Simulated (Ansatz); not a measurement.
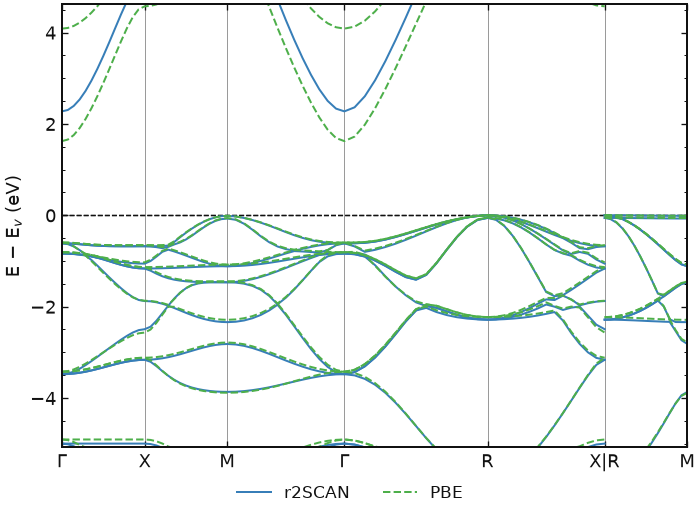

Band structures of LiZnCl₃, space group Pm-3m, 5 atoms in the cell, by two methods on the same cell. Each is counted from its own valence-band top.

Q: What changes from one method to the other?

A: r2SCAN gives a gap of 2.27 eV along the path and PBE gives a gap of 1.62 eV along the path. Over the top 3 filled bands the two differ by 0.01 eV on average.

Settings. r2SCAN: DFT r2SCAN, scalar-relativistic, plane waves, PAW, no spin polarisation, 6×6×6 k mesh, 500 eV cutoff (Ansatz 0.2.0). PBE: DFT PBE, scalar-relativistic, plane waves, PAW, no spin polarisation, 6×6×6 k mesh, 420 eV cutoff (Ansatz 0.2.0).

The structure is an invented one, so it need not be a known or stable phase.
